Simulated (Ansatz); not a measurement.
# GeH₂+ (doublet): correlated methods under varied settings at a displaced geometry (v2)

Aim: run GeH₂+ (doublet) at one geometry under a spread of methods and options, and see what each costs and gives.

The runs use Ansatz 0.2.0, Gaussian basis; the settings change from run to run.

16 further runs of the same task are left out: 4 for a known fault of the program, 3 that didn't finish, 9 set aside as unsound or not needed.

## 1. What is computed

The geometry is a PBE0/def2-TZVP stationary point (not a proven minimum) with its atoms shifted at random (size 0.100 Å). No spin-orbit coupling is included. The filled d shell of Ge may be among the frozen orbitals whatever the setting's name suggests; the logs give the count.

3 atoms, charge 1, spin multiplicity 2.

Atoms are counted from 1 here; the program's logs count them from 0.

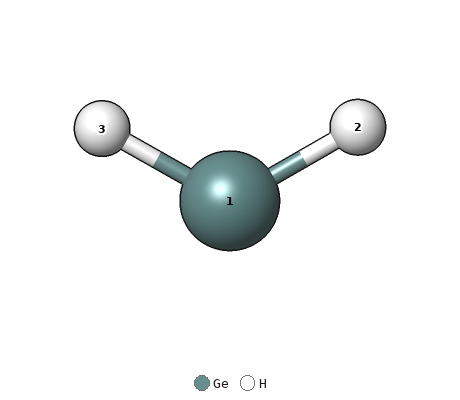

The geometry (germanium teal, hydrogen white); atoms are numbered from 1 in the order of the file.

## 2. CASSCF(1,2)/def2-mTZVP

File in.yaml:

```yaml
crystal:
  periodic: [false, false, false]
  atoms:
    - {symbol: Ge, position_ang: [0.003418, -0.020448, -0.000203]}
    - {symbol: H, position_ang: [-0.161457, 0.753045, -1.338471]}
    - {symbol: H, position_ang: [-0.084836, 0.720622, 1.353073]}
basis:
  gaussian: {orbitals: def2-mTZVP}
total_charge: 1
magnetization: {spin_polarized: false, initial_magnetization: 1}
correlation: {active_space: {window: {electrons: 1, orbitals: 2}, states: [{multiplicity: 2, weights: [1, 1]}], root: 1}}
output: {forces: true}
```

Command:

```
ansatz run in.yaml --threads 1 --pin off --events-out ev --progress --plain --max-ram 2393MiB
```

The log of the run:

```text
Functional definition: HF
  name "HF"
  cite "Fock, Z. Phys. 61, 126 (1930) doi:10.1007/BF01340294"
  parent pbe
  exchange = exact_x
  correlation = 0
632 factors; integrals over basis functions are off by at most 2.1e-7 eV
mean field evaluation 1: about -56495.1970 eV, gradient 7.8e0 eV
mean field evaluation 2: about -56495.1970 eV, gradient 7.8e0 eV
mean field evaluation 4: about -56495.6155 eV, gradient 1.1e0 eV
mean field evaluation 8: about -56495.6229 eV, gradient 1.8e-3 eV
mean field -56495.62289152 eV, -2076.1758471546 hartree, gradient 1.4e-6 eV, S^2 0.750000; 0 other end points of the search recorded, 0 dependent functions left out
reference -56495.62289152 eV, -2076.1758471546 hartree; 17, 16 occupied and 25, 26 virtual orbitals, 632 factors
state -56495.57262031 eV, -2076.1739997219 hartree
state -56493.30030033 eV, -2076.0904935028 hartree
the calculation of the forces begins
Total energy: -56493.30030033 eV, -2076.0904935028 hartree
Atom 0 at     0.003418    -0.020448    -0.000203 Å, force    -0.499114     2.967302    -0.091131 eV/Å
Atom 1 at    -0.161457     0.753045    -1.338471 Å, force     0.247071    -1.514110    -0.241180 eV/Å
Atom 2 at    -0.084836     0.720622     1.353073 Å, force     0.252043    -1.453192     0.332312 eV/Å
Dipole moment:     0.021432    -0.128598    -0.003578 e Å
```

Wall time 0.9 s (1 thread of Arm Neoverse V2, shared host).

From the report: 2 determinants; active occupations (of the averaged states) 0.50, 0.50.

## 3. BCCD on UHF/STO-3G

File in.yaml:

```yaml
crystal:
  periodic: [false, false, false]
  atoms:
    - {symbol: Ge, position_ang: [0.003418, -0.020448, -0.000203]}
    - {symbol: H, position_ang: [-0.161457, 0.753045, -1.338471]}
    - {symbol: H, position_ang: [-0.084836, 0.720622, 1.353073]}
basis:
  gaussian: {orbitals: STO-3G, point_charges: [{charge: -0.50, position_ang: [3.308, -0.875, 0.888]}]}
total_charge: 1
magnetization: {spin_polarized: true, initial_magnetization: 1}
hamiltonian: {pseudopotentials: {relativity: scalar}}
correlation: {method: bccd, electrons: all}
scf: {lower_state_search: off}
output: {forces: true}
```

Launched as before.

The log of the run, shortened:

```text
Functional definition: HF
  name "HF"
  cite "Fock, Z. Phys. 61, 126 (1930) doi:10.1007/BF01340294"
  parent pbe
[...]
200 factors; integrals over basis functions are off by at most 9.5e-6 eV
[...]
mean field -56314.12437015 eV, -2069.5058995187 hartree, gradient 4.0e-6 eV, S^2 0.751098; 0 other end points of the search recorded, 0 dependent functions left out
reference -56314.12437015 eV, -2069.5058995187 hartree; 17, 16 occupied and 3, 4 virtual orbitals, 200 factors
second order -0.73055613 eV of doubles, -0.00000000 eV of singles
cycle   1  -0.97304407 eV  change   -2.4e-1 eV  update   4.6e-2
[...]
cycle  13  -1.13038889 eV  change   -1.0e-6 eV  update   7.0e-7
[...]
Total energy: -56315.25475905 eV, -2069.5474405443 hartree
Relativity: scalar
Atom 0 at     0.003418    -0.020448    -0.000203 Å, force     0.315127     0.748068     0.096797 eV/Å
Atom 1 at    -0.161457     0.753045    -1.338471 Å, force     0.197916    -0.500295     1.026175 eV/Å
Atom 2 at    -0.084836     0.720622     1.353073 Å, force     0.080408    -0.429171    -0.942276 eV/Å
Dipole moment:     0.066665    -0.009084     0.011486 e Å
Checks for a lower state left out: starts, cluster_reference, orbital_swaps, neighbouring_geometries, increment
```

It took 1.1 s on 1 thread of Arm Neoverse V2, shared host.

From the report: ⟨S²⟩ of the determinant 0.751 (pure doublet: 0.75); correlation -1.1304 eV; largest double amplitude 0.07.

## 4. BCCD(T) on UHF/cc-pVTZ

File in.yaml:

```yaml
crystal:
  periodic: [false, false, false]
  atoms:
    - {symbol: Ge, position_ang: [0.003418, -0.020448, -0.000203]}
    - {symbol: H, position_ang: [-0.161457, 0.753045, -1.338471]}
    - {symbol: H, position_ang: [-0.084836, 0.720622, 1.353073]}
basis:
  gaussian: {orbitals: cc-pVTZ}
total_charge: 1
magnetization: {spin_polarized: true, initial_magnetization: 1}
correlation: {method: bccd_t, electrons: outside_noble_gas, diis_vectors: 1}
output: {forces: true}
```

Same command.

The log of the run, shortened:

```text
Functional definition: HF
  name "HF"
  cite "Fock, Z. Phys. 61, 126 (1930) doi:10.1007/BF01340294"
  parent pbe
[...]
433 factors; integrals over basis functions are off by at most 6.8e-4 eV
[...]
mean field -56496.97040426 eV, -2076.2253673346 hartree, gradient 3.0e-6 eV, S^2 0.758032; 1 other end points of the search recorded, 0 dependent functions left out
determinant -56496.97040426 eV, -2076.2253673346 hartree, with singles and doubles -56499.55270285 eV, -2076.3202650575 hartree
determinant -56494.80237630 eV, -2076.1456937767 hartree, with singles and doubles -56497.61747044 eV, -2076.2491465781 hartree
14 core orbitals not correlated: weight in the atoms' cores, before any rotation towards them, 1.000 or more for the frozen orbitals, at most 0.000 for the correlated occupied ones
reference -56496.97040426 eV, -2076.2253673346 hartree; 3, 2 occupied and 54, 55 virtual orbitals, 433 factors
second order -1.97884876 eV of doubles, -0.00000000 eV of singles
cycle   1  -2.50045673 eV  change   -1.9e-1 eV  update   1.7e-2
[...]
cycle  12  -2.50781421 eV  change    2.8e-7 eV  update   8.3e-7
perturbative correction -0.05275897 eV, -0.0019388565 hartree
[...]
Total energy: -56499.53097744 eV, -2076.3194666635 hartree
Atom 0 at     0.003418    -0.020448    -0.000203 Å, force    -0.001281    -0.012951    -0.130401 eV/Å
Atom 1 at    -0.161457     0.753045    -1.338471 Å, force     0.005983    -0.029842     0.037357 eV/Å
Atom 2 at    -0.084836     0.720622     1.353073 Å, force    -0.004702     0.042793     0.093044 eV/Å
Dipole moment:    -0.009177     0.054981     0.001014 e Å
```

Wall time 6 s (1 thread of Arm Neoverse V2, shared host); peak memory 0.31 GiB.

From the report: ⟨S²⟩ of the determinant 0.758 (pure doublet: 0.75); correlation -2.5606 eV; largest double amplitude 0.05.

## 5. MRCISD+Q(relaxed)(9,5)/STO-3G

File in.yaml:

```yaml
crystal:
  periodic: [false, false, false]
  atoms:
    - {symbol: Ge, position_ang: [0.003418, -0.020448, -0.000203]}
    - {symbol: H, position_ang: [-0.161457, 0.753045, -1.338471]}
    - {symbol: H, position_ang: [-0.084836, 0.720622, 1.353073]}
basis:
  gaussian: {orbitals: STO-3G}
total_charge: 1
magnetization: {spin_polarized: false, initial_magnetization: 1}
correlation: {method: fic_mrcisd_q_relaxed, electrons: all, active_space: {window: {electrons: 9, orbitals: 5}, states: [{multiplicity: 2, weights: [1, 0.5]}]}}
accuracy: high
```

Same command.

The log of the run, shortened:

```text
Functional definition: HF
  name "HF"
  cite "Fock, Z. Phys. 61, 126 (1930) doi:10.1007/BF01340294"
  parent pbe
[...]
235 factors; integrals over basis functions are off by at most 1.3e-8 eV
[...]
mean field -55854.78195298 eV, -2052.6253770411 hartree, gradient 1.1e-8 eV, S^2 0.750000; 0 other end points of the search recorded, 0 dependent functions left out
reference -55854.78195298 eV, -2052.6253770411 hartree; 17, 16 occupied and 3, 4 virtual orbitals, 235 factors
state -55854.75270003 eV, -2052.6243020150 hartree
state -55848.32925227 eV, -2052.3882446636 hartree
contracted CI cycle   1: correlation 0.00000000 eV, 0.0000000000 hartree, residual 6.49e0 eV
contracted CI cycle   2: correlation -1.07369283 eV, -0.0394574838 hartree, residual 2.51e0 eV
contracted CI cycle   3: correlation -1.14424392 eV, -0.0420501886 hartree, residual 5.59e-1 eV
contracted CI cycle   4: correlation -1.14926999 eV, -0.0422348933 hartree, residual 1.82e-1 eV
[...]
contracted CI cycle  11: correlation -2.16734042 eV, -0.0796482913 hartree, residual 1.47e-3 eV
contracted CI cycle  12: correlation -2.16734045 eV, -0.0796482926 hartree, residual 5.16e-4 eV
contracted CI cycle  13: correlation -2.16734046 eV, -0.0796482928 hartree, residual 2.33e-4 eV
contracted CI cycle  14: correlation -2.16734046 eV, -0.0796482928 hartree, residual 9.49e-5 eV
contracted CI cycle  15: correlation -2.16734046 eV, -0.0796482928 hartree, residual 4.37e-5 eV
contracted CI cycle  16: correlation -2.16734046 eV, -0.0796482928 hartree, residual 1.60e-5 eV
contracted CI cycle  17: correlation -2.16734046 eV, -0.0796482928 hartree, residual 7.76e-6 eV
contracted CI cycle  18: correlation -2.16734046 eV, -0.0796482928 hartree, residual 2.95e-6 eV
state -55848.32925227 eV, -2052.3882446636 hartree; corrected -55850.78732285 eV, -2052.4785770913 hartree
WARN: 3 active orbitals are nearly empty or full. The corrections depend on them more than the energy does, and are more stable in an active space without them
Total energy: -55854.22663347 eV, -2052.6049694256 hartree
```

Run time: 0.66 s. Hardware: 1 thread of Arm Neoverse V2, shared host.

From the report: 5 determinants; active occupations (of the averaged states) 2.00, 2.00, 2.00, 1.67, 1.33. The report marks this result as in doubt.

## 6. CCSDT(Q) on UHF/aug-cc-pVDZ

File in.yaml:

```yaml
crystal:
  periodic: [false, false, false]
  atoms:
    - {symbol: Ge, position_ang: [0.003418, -0.020448, -0.000203]}
    - {symbol: H, position_ang: [-0.161457, 0.753045, -1.338471]}
    - {symbol: H, position_ang: [-0.084836, 0.720622, 1.353073]}
basis:
  gaussian: {orbitals: aug-cc-pVDZ}
total_charge: 1
magnetization: {spin_polarized: true, initial_magnetization: 1}
correlation: {method: ccsdt_q, electrons: outside_noble_gas}
output: {forces: true}
```

The command is unchanged.

The log of the run, shortened:

```text
Functional definition: HF
  name "HF"
  cite "Fock, Z. Phys. 61, 126 (1930) doi:10.1007/BF01340294"
  parent pbe
[...]
940 factors; integrals over basis functions are off by at most 1.1e-7 eV
[...]
mean field -56495.02621262 eV, -2076.1539196095 hartree, gradient 2.4e-6 eV, S^2 0.757540; 1 other end points of the search recorded, 0 dependent functions left out
determinant -56495.02621262 eV, -2076.1539196095 hartree, with singles and doubles -56497.25381842 eV, -2076.2357826130 hartree
determinant -56492.84731009 eV, -2076.0738464186 hartree, with singles and doubles -56495.31148743 eV, -2076.1644032657 hartree
14 core orbitals not correlated: weight in the atoms' cores, before any rotation towards them, 1.000 or more for the frozen orbitals, at most 0.000 for the correlated occupied ones
reference -56495.02621262 eV, -2076.1539196095 hartree; 3, 2 occupied and 37, 38 virtual orbitals, 940 factors
second order -1.66221713 eV of doubles, -0.00000000 eV of singles
cycle   1  -2.04165386 eV  change   -3.8e-1 eV  update   5.3e-2
[...]
cycle  14  -2.27429581 eV  change    2.5e-7 eV  update   1.9e-7
perturbative correction -0.00056530 eV, -0.0000207744 hartree
[...]
Total energy: -56497.30107372 eV, -2076.2375192132 hartree
Atom 0 at     0.003418    -0.020448    -0.000203 Å, force     0.015483    -0.113438    -0.132545 eV/Å
Atom 1 at    -0.161457     0.753045    -1.338471 Å, force    -0.004860     0.021143    -0.049928 eV/Å
Atom 2 at    -0.084836     0.720622     1.353073 Å, force    -0.010623     0.092295     0.182473 eV/Å
Dipole moment:    -0.008543     0.051193     0.000989 e Å
```

Wall time 38 s (1 thread of Arm Neoverse V2, shared host); peak memory 0.82 GiB.

From the report: ⟨S²⟩ of the determinant 0.758 (pure doublet: 0.75); correlation -2.2749 eV; T1 0.015; largest double amplitude 0.06.

## 7. All runs side by side

Where basis and cores are those of an earlier UCCSDT(Q)/cc-pVTZ run (-56499.5461 eV), and the state is the same kind, the miss against it is given. † marks a result that the program doubts.

| level | correlated | functions | energy (eV) | from UCCSDT(Q) (meV) | time |
| --- | --- | --- | --- | --- | --- |
| CASSCF(1,2)/def2-mTZVP (excited root 1 of an average) |  | 42 | -56493.3003 |  | 0.9 s |
| BCCD on UHF/STO-3G (beside a point charge, relativity set) | all | 20 | -56315.2548 |  | 1.1 s |
| BCCD(T) on UHF/cc-pVTZ | outside noble gas | 71 | -56499.5310 | 15.1 | 6 s |
| MRCISD+Q(relaxed)(9,5)/STO-3G (mean of several states) † | all | 20 | -55854.2266 |  | 0.66 s |
| CCSDT(Q) on UHF/aug-cc-pVDZ | outside noble gas | 54 | -56497.3011 |  | 38 s |

## 8. Summary of results

```
quantity                                                             value
    runs                                                                 5
quickest  MRCISD+Q(relaxed)(9,5)/STO-3G (mean of several states) †, 0.66 s
 slowest                                 CCSDT(Q) on UHF/aug-cc-pVDZ, 38 s
```

In words: Total energies in different bases, with other cores or another treatment of relativity can't be set against each other. CCSDT(Q) on UHF/aug-cc-pVDZ took 58 times as long as MRCISD+Q(relaxed)(9,5)/STO-3G (mean of several states) †; the jobs differ in more than the method.
